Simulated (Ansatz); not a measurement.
# H2OF (doublet): one geometry, many settings at distance O1–H3 along a hydrogen transfer = 1.459 Å

Aim: run H2OF (doublet) at one geometry under a spread of methods and options, and see what each costs and gives.

The runs use Ansatz 0.2.0, Gaussian basis; the settings change from run to run.

10 further runs of the same task are left out: 10 that didn't finish.

## (1) The system

The geometry derives from fragments relaxed apart (PBE0/def2-TZVP) and kept rigid, so it is no stationary point. A hydrogen atom is moved between rigid fragments.

4 atoms, charge 0, spin multiplicity 2.

Atoms are counted from 1 here; the program's logs count them from 0.

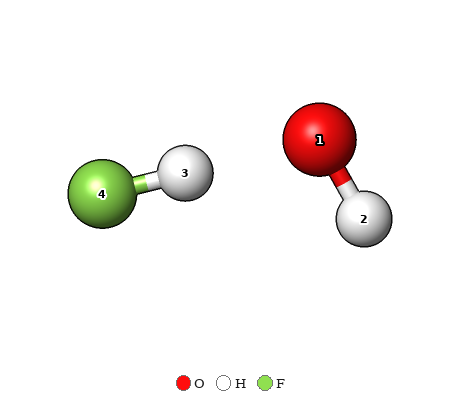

The geometry (oxygen red, hydrogen white, fluorine green); atoms are numbered from 1 in the order of the file.

## (2) MP2 on ROHF/def2-SVP

The input, in.yaml:

```yaml
crystal:
  periodic: [false, false, false]
  atoms:
    - {symbol: O, position_ang: [-1.243771, -0.025232, 0.000000]}
    - {symbol: H, position_ang: [-1.493080, 0.901344, 0.000000]}
    - {symbol: H, position_ang: [0.215229, -0.025232, 0.000000]}
    - {symbol: F, position_ang: [1.115229, -0.025232, 0.000000]}
basis:
  gaussian: {orbitals: def2-SVP}
magnetization: {spin_polarized: false, initial_magnetization: 1}
correlation: {method: mp2, electrons: outside_noble_gas}
scf: {lower_state_search: off}
output: {forces: true}
```

Launch:

```console
$ ansatz run in.yaml --threads 1 --pin off --events-out ev --progress --plain --max-ram 2393MiB
```

The log of the run:

```text
Functional definition: HF
  name "HF"
  cite "Fock, Z. Phys. 61, 126 (1930) doi:10.1007/BF01340294"
  parent pbe
  exchange = exact_x
  correlation = 0
these checks for a lower state are left out or cut short: starts, cluster_reference, orbital_swaps, neighbouring_geometries, increment
360 factors; integrals over basis functions are off by at most 1.4e-3 eV
mean field evaluation 1: about -4767.5238 eV, gradient 2.7e1 eV
mean field evaluation 2: about -4767.5390 eV, gradient 2.7e1 eV
mean field evaluation 4: about -4768.8677 eV, gradient 1.7e0 eV
mean field evaluation 8: about -4768.8812 eV, gradient 1.0e-1 eV
mean field -4768.88125617 eV, -175.2531537005 hartree, gradient 1.1e-6 eV, S^2 0.750000; 0 other end points of the search recorded, 0 dependent functions left out
2 core orbitals not correlated: weight in the atoms' cores, before any rotation towards them, 1.000 or more for the frozen orbitals, at most 0.000 for the correlated occupied ones
reference -4768.88125617 eV, -175.2531537005 hartree; 8, 7 occupied and 28, 29 virtual orbitals, 360 factors
second order -9.57298528 eV of doubles, -0.07717992 eV of singles
the calculation of the forces begins
mean field evaluation 16: about -4768.8559 eV, gradient 3.0e-1 eV
Total energy: -4778.53142137 eV, -175.6077907305 hartree
Atom 0 at    -1.243771    -0.025232     0.000000 Å, force    -1.305236    -0.684942    -0.000000 eV/Å
Atom 1 at    -1.493080     0.901344     0.000000 Å, force    -0.322135     0.822046     0.000000 eV/Å
Atom 2 at     0.215229    -0.025232     0.000000 Å, force    -1.429452    -0.255432     0.000000 eV/Å
Atom 3 at     1.115229    -0.025232     0.000000 Å, force     3.056823     0.118328    -0.000000 eV/Å
Dipole moment:    -0.669499     0.374032    -0.000000 e Å
Checks for a lower state left out: starts, cluster_reference, orbital_swaps, neighbouring_geometries, increment
```

Run time: 0.33 s. Hardware: 1 thread of Arm Neoverse V1, shared host.

## (3) CISD/6-31G*

Edit in.yaml of step 2 so:

```diff
@@ -8,6 +8,5 @@
 basis:
-  gaussian: {orbitals: def2-SVP}
+  gaussian: {orbitals: "6-31G*"}
 magnetization: {spin_polarized: false, initial_magnetization: 1}
-correlation: {method: mp2, electrons: outside_noble_gas}
-scf: {lower_state_search: off}
-output: {forces: true}
+correlation: {active_space: {ras: {orbitals: [7, 1, 24], electrons: 15, max_holes: 2, max_particles: 2}, fixed_orbitals: true}}
+accuracy: high
```

Launched as before.

The log of the run:

```text
Functional definition: HF
  name "HF"
  cite "Fock, Z. Phys. 61, 126 (1930) doi:10.1007/BF01340294"
  parent pbe
  exchange = exact_x
  correlation = 0
575 factors; integrals over basis functions are off by at most 2.4e-9 eV
mean field evaluation 1: about -4770.9385 eV, gradient 2.7e1 eV
mean field evaluation 2: about -4770.9403 eV, gradient 2.7e1 eV
mean field evaluation 4: about -4772.2671 eV, gradient 1.7e0 eV
mean field evaluation 8: about -4772.2775 eV, gradient 1.7e-4 eV
mean field evaluation 16: about -4771.9768 eV, gradient 5.1e-1 eV
mean field evaluation 32: about -4772.2775 eV, gradient 6.7e-2 eV
mean field -4772.27752460 eV, -175.3779642630 hartree, gradient 2.4e-8 eV, S^2 0.750000; 6 other end points of the search recorded, 0 dependent functions left out
reference -4772.27752460 eV, -175.3779642630 hartree; 10, 9 occupied and 24, 25 virtual orbitals, 575 factors
state -4780.95507517 eV, -175.6968583646 hartree
Total energy: -4780.95507517 eV, -175.6968583646 hartree
```

Run time: 3.8 s. Hardware: 1 thread of Arm Neoverse V1, shared host.

From the report: 39,914 determinants.

## (4) MP2 on UHF/6-31++G**

The input, in.yaml:

```yaml
crystal:
  periodic: [false, false, false]
  atoms:
    - {symbol: O, position_ang: [-1.243771, -0.025232, 0.000000]}
    - {symbol: H, position_ang: [-1.493080, 0.901344, 0.000000]}
    - {symbol: H, position_ang: [0.215229, -0.025232, 0.000000]}
    - {symbol: F, position_ang: [1.115229, -0.025232, 0.000000]}
basis:
  gaussian: {orbitals: "6-31++G**"}
magnetization: {spin_polarized: true, initial_magnetization: 1}
correlation: {method: mp2, electrons: outside_noble_gas}
```

Launched as before.

The log of the run:

```text
Functional definition: HF
  name "HF"
  cite "Fock, Z. Phys. 61, 126 (1930) doi:10.1007/BF01340294"
  parent pbe
  exchange = exact_x
  correlation = 0
432 factors; integrals over basis functions are off by at most 1.3e-3 eV
mean field evaluation 1: about -4771.7467 eV, gradient 2.1e1 eV
mean field evaluation 2: about -4771.7528 eV, gradient 2.1e1 eV
mean field evaluation 4: about -4773.2637 eV, gradient 1.8e0 eV
mean field evaluation 8: about -4773.2871 eV, gradient 2.3e-1 eV
mean field evaluation 16: about -4769.6365 eV, gradient 1.6e1 eV
mean field evaluation 32: about -4773.2792 eV, gradient 3.8e-1 eV
mean field -4773.28774659 eV, -175.4150892367 hartree, gradient 1.3e-6 eV, S^2 0.756004; 6 other end points of the search recorded, 0 dependent functions left out
2 core orbitals not correlated: weight in the atoms' cores, before any rotation towards them, 1.000 or more for the frozen orbitals, at most 0.000 for the correlated occupied ones
reference -4773.28774659 eV, -175.4150892367 hartree; 8, 7 occupied and 40, 41 virtual orbitals, 432 factors
second order -9.28389199 eV of doubles, -0.00000000 eV of singles
Total energy: -4782.57163859 eV, -175.7562659746 hartree
```

It took 0.72 s on 1 thread of Arm Neoverse V1, shared host.

From the report: ⟨S²⟩ of the determinant 0.756 (pure doublet: 0.75).

## (5) MP2 on ROHF/STO-3G

Edit in.yaml of step 4 so:

```diff
@@ -8,4 +8,5 @@
 basis:
-  gaussian: {orbitals: "6-31++G**"}
-magnetization: {spin_polarized: true, initial_magnetization: 1}
+  gaussian: {orbitals: STO-3G}
+magnetization: {spin_polarized: false, initial_magnetization: 1}
 correlation: {method: mp2, electrons: outside_noble_gas}
+output: {forces: true}
```

Launched as before.

The log of the run, shortened:

```text
Functional definition: HF
  name "HF"
  cite "Fock, Z. Phys. 61, 126 (1930) doi:10.1007/BF01340294"
  parent pbe
[...]
157 factors; integrals over basis functions are off by at most 1.5e-5 eV
[...]
mean field -4705.56969425 eV, -172.9264967139 hartree, gradient 1.6e-6 eV, S^2 0.750000; 6 other end points of the search recorded, 0 dependent functions left out
[...]
2 core orbitals not correlated: weight in the atoms' cores, before any rotation towards them, 1.000 or more for the frozen orbitals, at most 0.000 for the correlated occupied ones
reference -4705.56969425 eV, -172.9264967139 hartree; 8, 7 occupied and 2, 3 virtual orbitals, 157 factors
second order -0.88053730 eV of doubles, -0.01877973 eV of singles
[...]
Total energy: -4706.46901127 eV, -172.9595460051 hartree
Atom 0 at    -1.243771    -0.025232     0.000000 Å, force    -0.871421    -4.136220     0.000000 eV/Å
Atom 1 at    -1.493080     0.901344     0.000000 Å, force    -1.233895     4.248794     0.000000 eV/Å
Atom 2 at     0.215229    -0.025232     0.000000 Å, force    -4.236401    -0.201694    -0.000000 eV/Å
Atom 3 at     1.115229    -0.025232     0.000000 Å, force     6.341716     0.089121    -0.000000 eV/Å
Dipole moment:    -0.555831     0.286018     0.000000 e Å
```

Wall time 0.18 s (1 thread of Arm Neoverse V1, shared host).

## (6) CASSCF(3,2)/cc-pVDZ

Edit in.yaml of step 5 so:

```diff
@@ -8,5 +8,5 @@
 basis:
-  gaussian: {orbitals: STO-3G}
+  gaussian: {orbitals: cc-pVDZ}
 magnetization: {spin_polarized: false, initial_magnetization: 1}
-correlation: {method: mp2, electrons: outside_noble_gas}
+correlation: {active_space: {window: {electrons: 3, orbitals: 2}}}
 output: {forces: true}
```

Launched as before.

The log of the run, shortened:

```text
Functional definition: HF
  name "HF"
  cite "Fock, Z. Phys. 61, 126 (1930) doi:10.1007/BF01340294"
  parent pbe
[...]
344 factors; integrals over basis functions are off by at most 1.5e-3 eV
[...]
mean field -4773.11660044 eV, -175.4087997314 hartree, gradient 9.0e-7 eV, S^2 0.750000; 6 other end points of the search recorded, 0 dependent functions left out
reference -4773.11660044 eV, -175.4087997314 hartree; 10, 9 occupied and 28, 29 virtual orbitals, 344 factors
state -4773.11660044 eV, -175.4087997314 hartree
[...]
Total energy: -4773.11660044 eV, -175.4087997314 hartree
Atom 0 at    -1.243771    -0.025232     0.000000 Å, force    -1.654346     0.153619    -0.000000 eV/Å
Atom 1 at    -1.493080     0.901344     0.000000 Å, force    -0.142188     0.008333     0.000000 eV/Å
Atom 2 at     0.215229    -0.025232     0.000000 Å, force    -0.226128    -0.280416     0.000000 eV/Å
Atom 3 at     1.115229    -0.025232     0.000000 Å, force     2.022663     0.118464    -0.000000 eV/Å
Dipole moment:    -0.673072     0.379355     0.000000 e Å
```

Run time: 0.96 s. Hardware: 1 thread of Arm Neoverse V1, shared host.

From the report: 2 determinants; active occupations 2.00, 1.00. With so small a space the active step adds no correlation: the energy is the mean field's.

## (7) CCSDT(Q)/B on UHF/STO-3G

Edit in.yaml of step 6 so:

```diff
@@ -8,5 +8,5 @@
 basis:
-  gaussian: {orbitals: cc-pVDZ}
-magnetization: {spin_polarized: false, initial_magnetization: 1}
-correlation: {active_space: {window: {electrons: 3, orbitals: 2}}}
+  gaussian: {orbitals: STO-3G}
+magnetization: {spin_polarized: true, initial_magnetization: 1}
+correlation: {method: ccsdt_q_b, electrons: all, diis_vectors: 12}
 output: {forces: true}
```

Launched as before.

The log of the run, shortened:

```text
Functional definition: HF
  name "HF"
  cite "Fock, Z. Phys. 61, 126 (1930) doi:10.1007/BF01340294"
  parent pbe
[...]
179 factors; integrals over basis functions are off by at most 5.2e-8 eV
[...]
mean field -4705.60581164 eV, -172.9278240034 hartree, gradient 2.4e-6 eV, S^2 0.753558; 6 other end points of the search recorded, 0 dependent functions left out
determinant -4705.60581164 eV, -172.9278240034 hartree, with singles and doubles -4706.85828291 eV, -172.9738514738 hartree
determinant -4705.41404909 eV, -172.9207768600 hartree, with singles and doubles -4706.74982788 eV, -172.9698658250 hartree
determinant -4705.60581164 eV, -172.9278240034 hartree, with singles and doubles -4706.85832365 eV, -172.9738529709 hartree
determinant -4705.41404909 eV, -172.9207768600 hartree, with singles and doubles -4706.74987541 eV, -172.9698675718 hartree
reference -4705.60581164 eV, -172.9278240034 hartree; 10, 9 occupied and 2, 3 virtual orbitals, 179 factors
second order -0.87597459 eV of doubles, -0.00000000 eV of singles
cycle   1  -1.11644575 eV  change   -2.4e-1 eV  update   3.5e-2
[...]
cycle  21  -1.25677363 eV  change   -8.5e-9 eV  update   7.9e-8
perturbative correction -0.00006089 eV, -0.0000022376 hartree
[...]
Total energy: -4706.86264615 eV, -172.9740118200 hartree
Atom 0 at    -1.243771    -0.025232     0.000000 Å, force    -0.814372    -4.835933     0.000000 eV/Å
Atom 1 at    -1.493080     0.901344     0.000000 Å, force    -1.411259     4.939459     0.000000 eV/Å
Atom 2 at     0.215229    -0.025232     0.000000 Å, force    -4.681416    -0.186701    -0.000000 eV/Å
Atom 3 at     1.115229    -0.025232     0.000000 Å, force     6.907048     0.083174    -0.000000 eV/Å
Dipole moment:    -0.543024     0.276449     0.000000 e Å
```

Run time: 9.5 s. Hardware: 1 thread of Arm Neoverse V1, shared host; peak memory 0.26 GiB.

From the report: ⟨S²⟩ of the determinant 0.754 (pure doublet: 0.75); correlation -1.2568 eV; T1 0.004; largest double amplitude 0.06.

## (8) BCCD on UHF/6-31G*

Edit in.yaml of step 7 so:

```diff
@@ -8,5 +8,4 @@
 basis:
-  gaussian: {orbitals: STO-3G}
+  gaussian: {orbitals: "6-31G*", fitting: {mean_field: def2-universal-jkfit}, point_charges: [{charge: -0.50, position_ang: [5.281, 0.257, 0.387]}]}
 magnetization: {spin_polarized: true, initial_magnetization: 1}
-correlation: {method: ccsdt_q_b, electrons: all, diis_vectors: 12}
-output: {forces: true}
+correlation: {method: bccd, electrons: outside_noble_gas}
```

Launched as before.

The log of the run, shortened:

```text
Functional definition: HF
  name "HF"
  cite "Fock, Z. Phys. 61, 126 (1930) doi:10.1007/BF01340294"
  parent pbe
[...]
190 factors; integrals over basis functions are off by at most 3.9e-2 eV
[...]
mean field -4772.19245446 eV, -175.3748379932 hartree, gradient 1.3e-6 eV, S^2 0.755577; 5 other end points of the search recorded, 0 dependent functions left out
determinant -4772.19245446 eV, -175.3748379932 hartree, with singles and doubles -4781.36444095 eV, -175.7119022795 hartree
determinant -4771.93569114 eV, -175.3654021152 hartree, with singles and doubles -4781.17753032 eV, -175.7050334408 hartree
determinant -4772.19245446 eV, -175.3748379932 hartree, with singles and doubles -4781.36481713 eV, -175.7119161042 hartree
determinant -4771.93569114 eV, -175.3654021152 hartree, with singles and doubles -4781.17776535 eV, -175.7050420780 hartree
2 core orbitals not correlated: weight in the atoms' cores, before any rotation towards them, 1.000 or more for the frozen orbitals, at most 0.000 for the correlated occupied ones
reference -4772.19245446 eV, -175.3748379932 hartree; 8, 7 occupied and 24, 25 virtual orbitals, 190 factors
second order -8.68361672 eV of doubles, -0.00000000 eV of singles
cycle   1  -9.16429685 eV  change    8.1e-3 eV  update   4.4e-3
[...]
cycle   6  -9.16218832 eV  change   -1.5e-5 eV  update   8.0e-6
Total energy: -4781.35464278 eV, -175.7115422037 hartree
```

It took 1.5 s on 1 thread of Arm Neoverse V1, shared host.

From the report: ⟨S²⟩ of the determinant 0.756 (pure doublet: 0.75); correlation -9.1622 eV; largest double amplitude 0.04.

## (9) BCCD(T) on UHF/def2-mTZVP

The input, in.yaml:

```yaml
crystal:
  periodic: [false, false, false]
  atoms:
    - {symbol: O, position_ang: [-1.243771, -0.025232, 0.000000]}
    - {symbol: H, position_ang: [-1.493080, 0.901344, 0.000000]}
    - {symbol: H, position_ang: [0.215229, -0.025232, 0.000000]}
    - {symbol: F, position_ang: [1.115229, -0.025232, 0.000000]}
basis:
  gaussian: {orbitals: def2-mTZVP, point_charges: [{charge: -0.50, position_ang: [5.587, -0.135, 0.638]}]}
magnetization: {spin_polarized: true, initial_magnetization: 1}
correlation: {method: bccd_t, electrons: valence}
scf: {lower_state_search: full}
output: {forces: true}
```

The command is unchanged.

The log of the run, shortened:

```text
Functional definition: HF
  name "HF"
  cite "Fock, Z. Phys. 61, 126 (1930) doi:10.1007/BF01340294"
  parent pbe
[...]
430 factors; integrals over basis functions are off by at most 1.6e-3 eV
[...]
mean field -4774.64862504 eV, -175.4651005973 hartree, gradient 2.8e-6 eV, S^2 0.756299; 8 other end points of the search recorded, 0 dependent functions left out
determinant -4774.64862504 eV, -175.4651005973 hartree, with singles and doubles -4785.01654968 eV, -175.8461148000 hartree
determinant -4774.34686471 eV, -175.4540111097 hartree, with singles and doubles -4784.78546044 eV, -175.8376224270 hartree
determinant -4774.64862504 eV, -175.4651005973 hartree, with singles and doubles -4785.02495725 eV, -175.8464237726 hartree
determinant -4774.34686471 eV, -175.4540111097 hartree, with singles and doubles -4784.79681100 eV, -175.8380395525 hartree
2 core orbitals not correlated: weight in the atoms' cores, before any rotation towards them, 1.000 or more for the frozen orbitals, at most 0.000 for the correlated occupied ones
reference -4774.64862504 eV, -175.4651005973 hartree; 8, 7 occupied and 39, 40 virtual orbitals, 430 factors
second order -9.97865559 eV of doubles, -0.00000000 eV of singles
cycle   1  -10.35416838 eV  change    2.2e-2 eV  update   7.2e-3
[...]
cycle  18  -10.35403787 eV  change   -7.3e-8 eV  update   1.5e-7
perturbative correction -0.22663965 eV, -0.0083288534 hartree
[...]
Total energy: -4785.22930256 eV, -175.8539333243 hartree
Atom 0 at    -1.243771    -0.025232     0.000000 Å, force    -1.319109    -1.141977    -0.002148 eV/Å
Atom 1 at    -1.493080     0.901344     0.000000 Å, force    -0.408444     1.261546     0.004214 eV/Å
Atom 2 at     0.215229    -0.025232     0.000000 Å, force    -1.892599    -0.214007     0.005399 eV/Å
Atom 3 at     1.115229    -0.025232     0.000000 Å, force     3.558839     0.090237    -0.018626 eV/Å
Dipole moment:    -0.650095     0.351889     0.002059 e Å
```

Wall time 19 s (1 thread of Arm Neoverse V1, shared host); peak memory 0.26 GiB.

From the report: ⟨S²⟩ of the determinant 0.756 (pure doublet: 0.75); correlation -10.5807 eV; largest double amplitude 0.03.

## (10) The runs in one table

Where basis and cores are those of an earlier UCCSDT(Q)/cc-pVDZ run (-4783.5006 eV), and the state is the same kind, the miss against it is given.

```
                                            level         correlated  functions  energy (eV)  from UCCSDT(Q) (meV)    time
                             MP2 on ROHF/def2-SVP  outside noble gas         38   -4778.5314                        0.33 s
                                      CISD/6-31G*  outside noble gas         34   -4780.9551                         3.8 s
                             MP2 on UHF/6-31++G**  outside noble gas         50   -4782.5716                        0.72 s
                               MP2 on ROHF/STO-3G  outside noble gas         12   -4706.4690                        0.18 s
                              CASSCF(3,2)/cc-pVDZ                            38   -4773.1166               10384.0  0.96 s
                         CCSDT(Q)/B on UHF/STO-3G                all         12   -4706.8626                         9.5 s
       BCCD on UHF/6-31G* (beside a point charge)  outside noble gas         34   -4781.3546                         1.5 s
BCCD(T) on UHF/def2-mTZVP (beside a point charge)            valence         49   -4785.2293                          19 s
```

## (11) Outcome

```
quantity                                                    value
    runs                                                        8
quickest                               MP2 on ROHF/STO-3G, 0.18 s
 slowest  BCCD(T) on UHF/def2-mTZVP (beside a point charge), 19 s
```

In words: Total energies in different bases, with other cores or another treatment of relativity can't be set against each other. BCCD(T) on UHF/def2-mTZVP (beside a point charge) took 103 times as long as MP2 on ROHF/STO-3G; the jobs differ in more than the method. Hartree-Fock, CASSCF and CASCI lack dynamic correlation by design.
